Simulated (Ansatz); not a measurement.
# ClH4NOSiTe: two torsions, part 2 of 2

How does the energy of ClH₄NOSiTe, SMILES N[Si](O)(Cl)[TeH] change over two coordinates at once? A grid of runs gives the map.

Ansatz 0.2.0; RHF/def2-SVP. The steps go on from the part before.

**4. Point (100°, 40°)**

File input.yaml:

```yaml
crystal:
  periodic: [false, false, false]
  atoms:
    - { symbol: "N", position_ang: [1.105199, 1.042392, -0.567747] }
    - { symbol: Si, position_ang: [0.036419, -0.164762, -0.06202] }
    - { symbol: O, position_ang: [-1.282312, 0.006247, -1.011896] }
    - { symbol: Cl, position_ang: [-0.620367, -0.007933, 1.911594] }
    - { symbol: Te, position_ang: [1.217452, -2.369007, -0.271815] }
    - { symbol: H, position_ang: [0.808256, 1.965832, -0.81083] }
    - { symbol: H, position_ang: [2.004218, 0.805437, -0.941597] }
    - { symbol: H, position_ang: [-1.41573, -0.555831, -1.758833] }
    - { symbol: H, position_ang: [0.601999, -2.972588, 1.130393] }
basis:
  gaussian: { orbitals: def2-SVP }
hamiltonian:
  xc: hf
output:
  forces: true
```

Run with:

```bash
> ansatz run input.yaml --threads 1 --pin off --max-ram 2560MiB --backend cpu --events-out ev --progress --plain --runs-dir out
```

The program printed, cut to the lines that bear on the results:

```text
Warning: RAYON_NUM_THREADS=1 ignored (pool sized by the plan → 1); use --threads N
[...]
Functional definition: HF
[...]
1138 factors; integrals over basis functions are off by at most 9.9e-4 eV
[...]
mean field -31208.02127134 eV, -1146.8736281651 hartree, gradient 2.0e-5 eV, S^2 0.000000; 0 other end points of the search recorded, 0 dependent functions left out
[...]
reference -31208.02127134 eV, -1146.8736281651 hartree; 37, 37 occupied and 73, 73 virtual orbitals, 1138 factors
Total energy: -31208.02127134 eV, -1146.8736281651 hartree
Atom 0 at     1.105199     1.042392    -0.567747 Å, force     0.725847    -0.126478     0.097316 eV/Å
Atom 1 at     0.036419    -0.164762    -0.062020 Å, force    -0.191339     0.189935     0.078900 eV/Å
Atom 2 at    -1.282312     0.006247    -1.011896 Å, force    -0.572027    -0.375666     0.149639 eV/Å
Atom 3 at    -0.620367    -0.007933     1.911594 Å, force     0.099915     0.119392    -0.437567 eV/Å
Atom 4 at     1.217452    -2.369007    -0.271815 Å, force     0.042739    -0.110618    -0.098398 eV/Å
Atom 5 at     0.808256     1.965832    -0.810830 Å, force    -0.087583     0.018470    -0.046083 eV/Å
Atom 6 at     2.004218     0.805437    -0.941597 Å, force     0.041460     0.218420     0.250256 eV/Å
Atom 7 at    -1.415730    -0.555831    -1.758833 Å, force    -0.041752     0.007239     0.046692 eV/Å
Atom 8 at     0.601999    -2.972588     1.130393 Å, force    -0.017259     0.059305    -0.040756 eV/Å
Dipole moment:     0.219713     0.037202    -0.529021 e Å
```

Run time: 5.6 s. Hardware: 1 thread of Arm Neoverse N1, shared host; peak memory 0.23 GiB.

Energy on the map's scale: 24.1 kJ/mol.

**5. Grid point (−180°, −180°)**

File input.yaml:

```yaml
crystal:
  periodic: [false, false, false]
  atoms:
    - { symbol: "N", position_ang: [1.105199, 1.042392, -0.567747] }
    - { symbol: Si, position_ang: [0.036419, -0.164762, -0.06202] }
    - { symbol: O, position_ang: [0.972217, -1.475193, 0.21657] }
    - { symbol: Cl, position_ang: [-1.395619, -0.736849, -1.466691] }
    - { symbol: Te, position_ang: [-1.202337, 0.700652, 1.941499] }
    - { symbol: H, position_ang: [0.808256, 1.965832, -0.81083] }
    - { symbol: H, position_ang: [2.004218, 0.805437, -0.941597] }
    - { symbol: H, position_ang: [0.591087, -2.286677, 0.513015] }
    - { symbol: H, position_ang: [-2.643936, 0.050083, 1.48561] }
basis:
  gaussian: { orbitals: def2-SVP }
hamiltonian:
  xc: hf
output:
  forces: true
```

Run with:

```bash
> ansatz run input.yaml --threads 1 --pin off --max-ram 2560MiB --backend cpu --events-out ev --progress --plain --runs-dir out
```

The program printed, cut to the lines that bear on the results:

```text
Warning: RAYON_NUM_THREADS=1 ignored (pool sized by the plan → 1); use --threads N
[...]
[... 1 set-up line as earlier in the session ...]
[...]
1138 factors; integrals over basis functions are off by at most 1.0e-3 eV
[...]
mean field -31208.26332859 eV, -1146.8825236049 hartree, gradient 1.9e-5 eV, S^2 0.000000; 0 other end points of the search recorded, 0 dependent functions left out
[...]
reference -31208.26332859 eV, -1146.8825236049 hartree; 37, 37 occupied and 73, 73 virtual orbitals, 1138 factors
Total energy: -31208.26332859 eV, -1146.8825236049 hartree
Atom 0 at     1.105199     1.042392    -0.567747 Å, force     0.051438    -0.028588    -0.033031 eV/Å
Atom 1 at     0.036419    -0.164762    -0.062020 Å, force    -0.047047    -0.048750    -0.041895 eV/Å
Atom 2 at     0.972217    -1.475193     0.216570 Å, force     0.033922     0.055231     0.078030 eV/Å
Atom 3 at    -1.395619    -0.736849    -1.466691 Å, force     0.007326     0.054223     0.011053 eV/Å
Atom 4 at    -1.202337     0.700652     1.941499 Å, force    -0.026036    -0.017102    -0.015253 eV/Å
Atom 5 at     0.808256     1.965832    -0.810830 Å, force     0.008384     0.015523     0.031792 eV/Å
Atom 6 at     2.004218     0.805437    -0.941597 Å, force    -0.025017    -0.015661    -0.037941 eV/Å
Atom 7 at     0.591087    -2.286677     0.513015 Å, force     0.004512    -0.003826    -0.013452 eV/Å
Atom 8 at    -2.643936     0.050083     1.485610 Å, force    -0.007482    -0.011051     0.020696 eV/Å
Dipole moment:     0.191346     0.020983    -0.040992 e Å
```

It took 5.9 s on 1 thread of Arm Neoverse N1, shared host; peak memory 0.23 GiB.

On the map this point reads 0.7 kJ/mol.

**6. Grid point (140°, −100°)**

File input.yaml:

```yaml
crystal:
  periodic: [false, false, false]
  atoms:
    - { symbol: "N", position_ang: [1.105199, 1.042392, -0.567747] }
    - { symbol: Si, position_ang: [0.036419, -0.164762, -0.06202] }
    - { symbol: O, position_ang: [0.165639, -0.195422, 1.566759] }
    - { symbol: Cl, position_ang: [0.47731, -2.088957, -0.735969] }
    - { symbol: Te, position_ang: [-2.24312, 0.41683, -0.935519] }
    - { symbol: H, position_ang: [0.808256, 1.965832, -0.81083] }
    - { symbol: H, position_ang: [2.004218, 0.805437, -0.941597] }
    - { symbol: H, position_ang: [-0.598565, -0.307943, 2.109877] }
    - { symbol: H, position_ang: [-2.629149, -1.137121, -1.316963] }
basis:
  gaussian: { orbitals: def2-SVP }
hamiltonian:
  xc: hf
output:
  forces: true
```

Run with:

```bash
> ansatz run input.yaml --threads 1 --pin off --max-ram 2560MiB --backend cpu --events-out ev --progress --plain --runs-dir out
```

The program printed, cut to the lines that bear on the results:

```text
Warning: RAYON_NUM_THREADS=1 ignored (pool sized by the plan → 1); use --threads N
[...]
[... 1 set-up line as earlier in the session ...]
[...]
1138 factors; integrals over basis functions are off by at most 9.8e-4 eV
[...]
mean field -31207.97675713 eV, -1146.8719922981 hartree, gradient 2.0e-5 eV, S^2 0.000000; 0 other end points of the search recorded, 0 dependent functions left out
[...]
reference -31207.97675713 eV, -1146.8719922981 hartree; 37, 37 occupied and 73, 73 virtual orbitals, 1138 factors
Total energy: -31207.97675713 eV, -1146.8719922981 hartree
Atom 0 at     1.105199     1.042392    -0.567747 Å, force     0.508761    -0.324856    -0.622097 eV/Å
Atom 1 at     0.036419    -0.164762    -0.062020 Å, force     0.078344    -0.056648     0.301270 eV/Å
Atom 2 at     0.165639    -0.195422     1.566759 Å, force    -0.564720    -0.077253     0.232774 eV/Å
Atom 3 at     0.477310    -2.088957    -0.735969 Å, force     0.169317     0.448904    -0.028395 eV/Å
Atom 4 at    -2.243120     0.416830    -0.935519 Å, force    -0.306928     0.029665     0.086101 eV/Å
Atom 5 at     0.808256     1.965832    -0.810830 Å, force     0.023469    -0.036987    -0.067947 eV/Å
Atom 6 at     2.004218     0.805437    -0.941597 Å, force     0.022004     0.179152     0.017953 eV/Å
Atom 7 at    -0.598565    -0.307943     2.109877 Å, force     0.042481    -0.178737     0.035886 eV/Å
Atom 8 at    -2.629149    -1.137121    -1.316963 Å, force     0.027272     0.016761     0.044455 eV/Å
Dipole moment:    -0.045703     0.280194    -0.027069 e Å
```

It took 5.7 s on 1 thread of Arm Neoverse N1, shared host; peak memory 0.23 GiB.

That is 28.4 kJ/mol from the zero.

**7. All points together**

324 points were computed. Energies in kJ/mol, from the relaxed molecule at the same level; the table lists every other line.

| dihedral H6–N1–Si2–O3 (°) ↓, dihedral N1–Si2–O3–H8 (°) → | −180 | −140 | −100 | −60 | −20 | 20 | 60 | 100 | 140 |
| --- | --- | --- | --- | --- | --- | --- | --- | --- | --- |
| 140 | 13.6 | 19.8 | 23.6 | 24.7 | 29.1 | 33.4 | 30.3 | 22.1 | 14.1 |
| 100 | 23.8 | 31.7 | 38.9 | 38.5 | 38.0 | 41.8 | 43.9 | 38.4 | 27.5 |
| 60 | 16.8 | 21.1 | 31.1 | 35.5 | 33.8 | 31.8 | 33.1 | 32.6 | 24.4 |
| 20 | 5.4 | 6.2 | 13.9 | 21.3 | 24.4 | 21.3 | 17.8 | 16.5 | 11.7 |
| −20 | 8.6 | 11.3 | 14.7 | 17.7 | 22.9 | 26.1 | 22.7 | 16.7 | 10.8 |
| −60 | 21.8 | 28.7 | 32.5 | 30.2 | 30.5 | 36.3 | 38.7 | 33.0 | 23.7 |
| −100 | 22.7 | 28.8 | 36.7 | 36.3 | 32.3 | 32.9 | 37.4 | 37.1 | 28.4 |
| −140 | 7.5 | 9.5 | 18.0 | 23.1 | 21.2 | 16.6 | 16.6 | 18.4 | 14.1 |
| −180 | 0.7 | 2.6 | 7.9 | 13.8 | 17.8 | 15.3 | 10.3 | 7.0 | 3.4 |

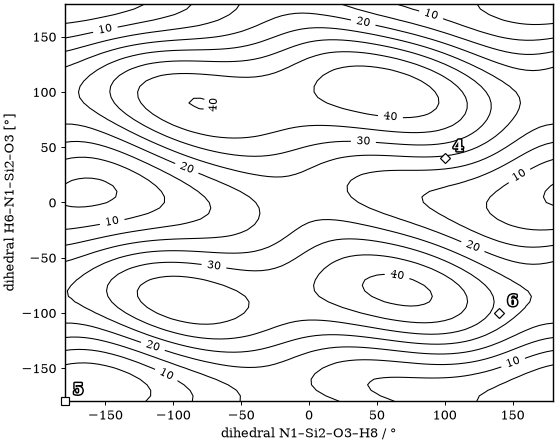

The map; numbers mark the steps of this session that print a point's run. Drawn: contour lines labelled in kJ/mol.

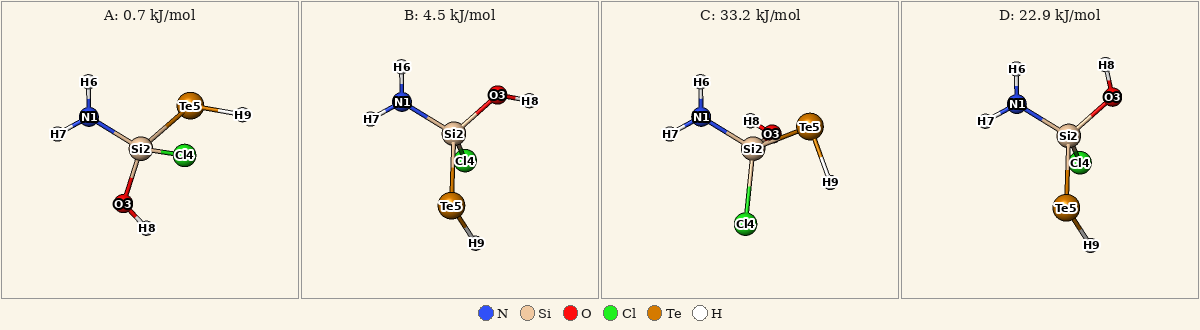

Structures on the grid, at one scale: A at (−180°, −180°); B at (−160°, 0°); C at (−20°, −80°); D at (0°, 0°).

The dipole moment (D) at each point:

```
dihedral H6–N1–Si2–O3 (°) ↓, dihedral N1–Si2–O3–H8 (°) →  −180  −140  −100   −60   −20    20    60   100   140
                                                     140  1.19  1.77  2.54  3.19  3.62  3.60  3.10  2.38  1.59
                                                     100  1.16  1.64  2.37  3.03  3.52  3.54  3.06  2.38  1.62
                                                      60  1.18  1.38  2.07  2.79  3.39  3.54  3.19  2.60  1.85
                                                      20  1.32  1.30  2.00  2.78  3.44  3.66  3.41  2.87  2.12
                                                     −20  1.20  1.23  2.01  2.83  3.46  3.64  3.35  2.80  2.02
                                                     −60  0.84  1.13  1.97  2.76  3.33  3.42  3.04  2.44  1.65
                                                    −100  0.62  1.15  1.96  2.66  3.20  3.25  2.81  2.17  1.37
                                                    −140  0.65  1.26  2.06  2.73  3.23  3.29  2.85  2.17  1.33
                                                    −180  0.95  1.55  2.34  2.99  3.45  3.48  3.03  2.31  1.46
```

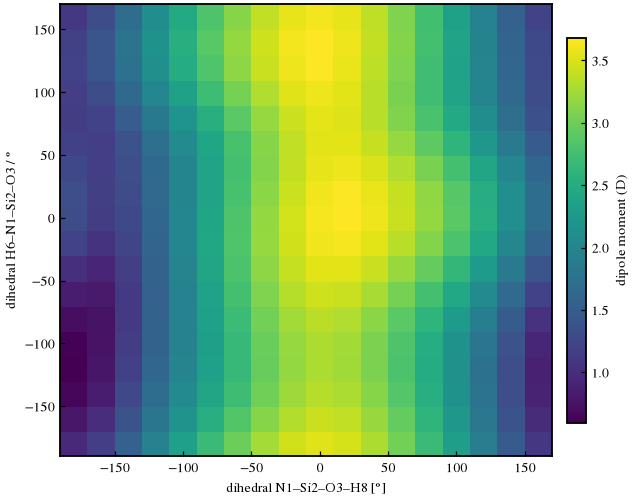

The dipole moment over the grid. Drawn: one coloured cell a grid point.

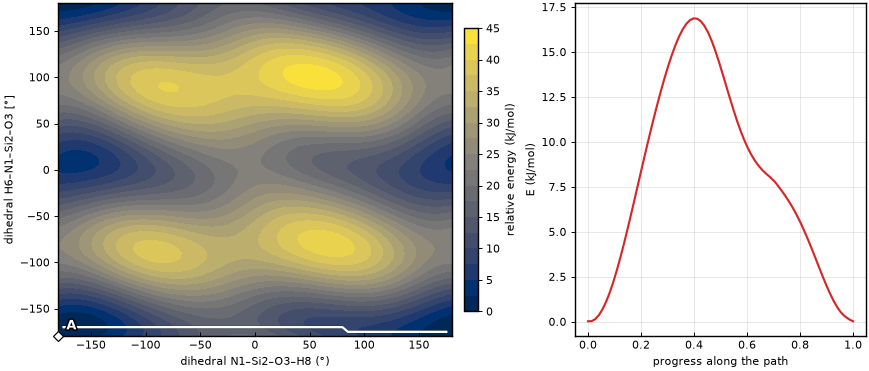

The easiest path on the interpolated surface, from A. The picture shows filled contours, a line along the lowest path, the energy along the path at the right. Between grid points the surface is interpolated.

**8. Summary of results**

What follows sums up all 2 parts.

| quantity | value |
| --- | --- |
| lowest point | (−180°, −180°), 0.7 kJ/mol |
| highest computed point | (60°, 100°), 43.1 kJ/mol above the lowest |
| dipole moment (D) | 0.60 at (−180°, −120°) to 3.68 at (20°, 0°); 0.95 at the lowest point |
| time for the whole task | 36 min on 1 thread, shared host |

What this shows: The lowest computed point is at (−180°, −180°), 0.7 kJ/mol from the relaxed molecule at the same level. A higher local minimum lies near (−160°, 0°) (3.7 kJ/mol above the lowest at that grid point). The highest computed point, (60°, 100°), lies 43.1 kJ/mol above the lowest. On the interpolated surface the easiest way out of the lowest well to its copy in the next cell or period passes a barrier of about 17 kJ/mol. Round the minimum the valley is somewhat tilted: raising dihedral N1–Si2–O3–H8 shifts the best value of dihedral H6–N1–Si2–O3 upwards (coupling k₁₂/√(k₁₁k₂₂) about −0.2).
